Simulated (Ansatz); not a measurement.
System (SMILES): [SiH2] (SiH2) (closed-shell singlet).
Atoms: Si1, H2, H3. Bonds: Si1-H2, Si1-H3.

Basis-set convergence of the highest harmonic wavenumber at HF with Ansatz (a program for electronic structure). Each level at its own minimum, finite differences of forces, unscaled; the reference is a large set that could be run, not a limit. Cartesian d functions, on some or all atoms, in 6-31G*, 6-311G**, 6-311+G**; all else is spherical. The program fits the integrals of some runs and decomposes those of others, by size. A restricted Hartree-Fock determinant is unstable towards unrestricted orbitals. No added dispersion term, no relativity. Reference: the value in def2-QZVPPD, 2158 cm⁻¹, itself unsure by roughly 1 cm⁻¹ (its mean distance from pcseg-3, def2-QZVPP, cc-pV(Q+d)Z). Deviations are taken from unrounded values.

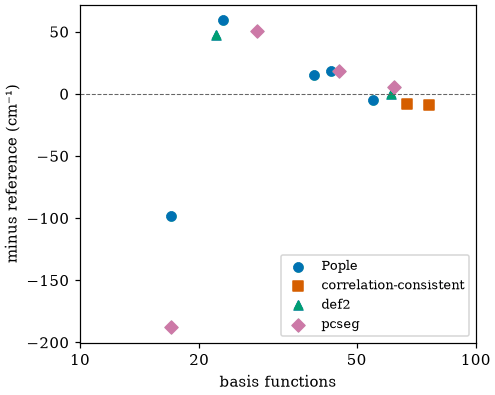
Figure: Deviation from the reference against the number of basis functions, by family of sets.

| basis | functions | highest harmonic wavenumber (cm⁻¹) | minus reference (cm⁻¹) |
|---|---|---|---|
| 6-31G | 17 | 2060 | -99 |
| pcseg-0 | 17 | 1970 | -188 |
| def2-SV(P) | 22 | 2206 | 47 |
| 6-31G* | 23 | 2218 | 60 |
| pcseg-1 | 28 | 2209 | 51 |
| 6-311G** | 39 | 2174 | 15 |
| 6-311+G** | 43 | 2177 | 18 |
| aug-pcseg-1 | 45 | 2177 | 19 |
| 6-311++G(2d,2p) | 55 | 2153 | -5 |
| def2-TZVPD | 61 | 2158 | 0 |
| pcseg-2 | 62 | 2164 | 5 |
| cc-pV(T+d)Z | 67 | 2150 | -8 |
| jun-cc-pV(T+d)Z | 76 | 2150 | -9 |
